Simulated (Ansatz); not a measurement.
**One shape, several levels: HF (hydrogen fluoride)**

We compute a comparison of 6 runs (CAM-B3LYP/3-21G, PBE/cc-pVDZ, UMP2/3-21G, BCCD(T)/3-21G, CCSDT/cc-pVDZ, FCI/3-21G) of HF (hydrogen fluoride). 

Program for the calculation: Ansatz 0.2.0.

57 further runs of the same task are left out: 1 that didn't finish, 56 set aside as unsound or not needed.

**1. The system as given**

HF: 2 atoms, total charge 0, spin state singlet. As SMILES, `F`. The H2–F1 distance was set to 1.840 Å, away from the relaxed value.

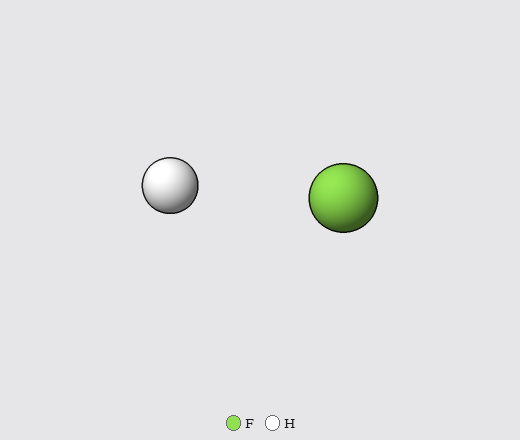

The structure, seen from a chosen angle (fluorine green, hydrogen white).

**2. A single-point energy at CAM-B3LYP/3-21G (run 1)**

job.yaml reads:

```yaml
basis:
  gaussian:
    orbitals: 3-21G.json
crystal:
  periodic: [false, false, false]
  atoms:
    - {symbol: F, position_ang: [-1.169981, 0.433793, -0.589190]}
    - {symbol: H, position_ang: [0.390000, -0.144600, 0.196400]}
hamiltonian:
  xc: {name: CAM-B3LYP}
accuracy: high
```

The basis set 3-21G is read from a file made from the Basis Set Exchange's data (not shown).

Launch:

```
ansatz run job.yaml --threads 1 --pin off --max-ram 2610MiB --events-out events.jsonl --progress --plain --runs-dir runs
```

What it wrote:

```text
Warning: RAYON_NUM_THREADS=1 ignored (pool sized by the plan → 1); use --threads N
Functional definition: CAM-B3LYP
  name "CAM-B3LYP"
  parameter alpha = 0.19
  parameter beta = 0.46
  parameter omega = 0.33/bohr
  parameter ac = 0.81
  exchange = (1 - alpha - beta)*b88_x + beta*b88_x_sr(omega) + alpha*exact_x + beta*exact_x_lr(omega)
  correlation = (1 - ac)*vwn5_c + ac*lyp_c
147 factors; integrals over basis functions are off by at most 3.5e-9 eV
72 factors; integrals over basis functions are off by at most 2.7e-9 eV
mean field evaluation 1: about -2706.7760 eV, gradient 4.3e1 eV
mean field evaluation 2: about -2695.1034 eV, gradient 8.8e1 eV
mean field evaluation 4: about -2712.0487 eV, gradient 6.5e0 eV
mean field evaluation 8: about -2712.1338 eV, gradient 1.3e-1 eV
mean field evaluation 16: about -2712.1338 eV, gradient 4.5e-7 eV
mean field -2712.13379225 eV, -99.6690785149 hartree, gradient 3.5e-9 eV, S^2 0.000000; 0 other end points of the search recorded, 0 dependent functions left out
reference -2712.13379927 eV, -99.6690787730 hartree; 5, 5 occupied and 6, 6 virtual orbitals, 147 factors
Total energy: -2712.13379927 eV, -99.6690787730 hartree
```

Run time: 0.28 s. Hardware: 1 thread of Arm Neoverse V2, shared host.

**3. A single-point energy at PBE/cc-pVDZ (run 2)**

run.yaml reads:

```yaml
crystal:
  periodic: [false, false, false]
  atoms:
    - {symbol: F, position_ang: [-1.169981, 0.433793, -0.589190]}
    - {symbol: H, position_ang: [0.390000, -0.144600, 0.196400]}
basis:
  gaussian:
    orbitals: cc-pVDZ
hamiltonian:
  xc: {name: PBE}
accuracy: high
```

Launch:

```
ansatz run run.yaml --threads 1 --pin off --max-ram 2610MiB --events-out events.jsonl --progress --plain --runs-dir runs
```

What it wrote:

```text
Warning: RAYON_NUM_THREADS=1 ignored (pool sized by the plan → 1); use --threads N
Functional definition: PBE
  name "PBE"
  parameter kappa = 0.804
  parameter beta = 0.06672455060314922
  exchange = pbe_x(kappa = kappa, mu = beta*pi^2/3)
  correlation = pbe_c(beta = beta)
297 factors; integrals over basis functions are off by at most 2.0e-9 eV
mean field evaluation 1: about -2720.7047 eV, gradient 4.4e1 eV
mean field evaluation 2: about -2687.4991 eV, gradient 1.1e2 eV
mean field evaluation 4: about -2725.7839 eV, gradient 2.8e0 eV
mean field evaluation 8: about -2725.7998 eV, gradient 9.4e-2 eV
mean field evaluation 16: about -2725.7998 eV, gradient 1.7e-7 eV
mean field -2725.79984594 eV, -100.1712967247 hartree, gradient 6.6e-9 eV, S^2 0.000000; 0 other end points of the search recorded, 0 dependent functions left out
reference -2725.79984755 eV, -100.1712967840 hartree; 5, 5 occupied and 14, 14 virtual orbitals, 297 factors
Total energy: -2725.79984755 eV, -100.1712967840 hartree
```

Wall time 0.26 s (1 thread of Arm Neoverse V2, shared host).

Runs 3 to 5 aren't shown in full; the table further down has their settings and results.

**4. The energy at FCI/3-21G (run 6)**

in.yaml reads:

```yaml
crystal:
  periodic: [false, false, false]
  atoms:
    - {symbol: F, position_ang: [-1.169981, 0.433793, -0.589190]}
    - {symbol: H, position_ang: [0.390000, -0.144600, 0.196400]}
basis:
  gaussian:
    orbitals: 3-21G.json
correlation:
  method: fci
  frozen_orbitals: {F: 1, H: 0}
accuracy: high
```

The basis set 3-21G is read from a file made from the Basis Set Exchange's data (not shown).

Launch:

```
ansatz run in.yaml --threads 1 --pin off --max-ram 2610MiB --events-out events.jsonl --progress --plain --runs-dir runs
```

What it wrote:

```text
Warning: RAYON_NUM_THREADS=1 ignored (pool sized by the plan → 1); use --threads N
Functional definition: HF
  name "HF"
  exchange = exact_x
  correlation = 0
147 factors; integrals over basis functions are off by at most 3.5e-9 eV
mean field evaluation 1: about -2696.5041 eV, gradient 3.6e1 eV
mean field evaluation 2: about -2696.5040 eV, gradient 3.6e1 eV
mean field evaluation 4: about -2700.6338 eV, gradient 7.9e0 eV
mean field evaluation 8: about -2700.7243 eV, gradient 7.4e-2 eV
mean field evaluation 16: about -2693.2898 eV, gradient 3.5e0 eV
mean field -2700.72428645 eV, -99.2497869104 hartree, gradient 2.0e-8 eV, S^2 0.000000; 1 other end points of the search recorded, 0 dependent functions left out; unrestricted orbitals would lower it
mean field evaluation 32: about -2703.3044 eV, gradient 2.9e0 eV
unrestricted determinant -2703.36686093 eV, -99.3468997312 hartree, S^2 0.8836
1 core orbitals not correlated: weight in the atoms' cores, before any rotation towards them, 1.000 or more for the frozen orbitals, at most 0.000 for the correlated occupied ones
reference -2700.72428645 eV, -99.2497869104 hartree; 4, 4 occupied and 6, 6 virtual orbitals, 147 factors
state -2706.35895731 eV, -99.4568572451 hartree
Total energy: -2706.35895731 eV, -99.4568572451 hartree
```

Wall time 0.46 s (1 thread of Arm Neoverse V2, shared host).

**5. The series**

| run | level | frozen core orbitals | energy (Eh) | wall time |
| --- | --- | --- | --- | --- |
| 1 | CAM-B3LYP/3-21G | – | -99.669079 | 0.28 s |
| 2 | PBE/cc-pVDZ | – | -100.171297 | 0.26 s |
| 3 | UMP2/3-21G | 1 | -99.429827 | 0.1 s |
| 4 | BCCD(T)/3-21G | 1 | -99.456789 | 0.18 s |
| 5 | CCSDT/cc-pVDZ | 1 | -100.061744 | 0.4 s |
| 6 | FCI/3-21G | 1 | -99.456857 | 0.46 s |

**6. Results**

```
                                         quantity         value
                              run 6: total energy  -99.45686 Eh
run 6: correlation energy (1 core orbital frozen)    -207.1 mEh
```

What this shows: Against full CI in this basis: UMP2 +27.0 mEh; BCCD(T) +0.1 mEh. Totals of different functionals can't be ranked against each other. In runs 4, 5 the log says that unrestricted orbitals would lower the reference, so the values rest on an unstable closed-shell determinant (other closed-shell runs at this shape may share the fault). In runs 1, 2 a closed-shell determinant meets a far-stretched bond, which it describes badly. Spin contamination of the reference: run 3 ⟨S²⟩ = 0.88. Where it is this large, the reference is a mixture of spin states, and values that rest on it are in doubt. All runs together took 1.7 s, the longest 0.46 s.
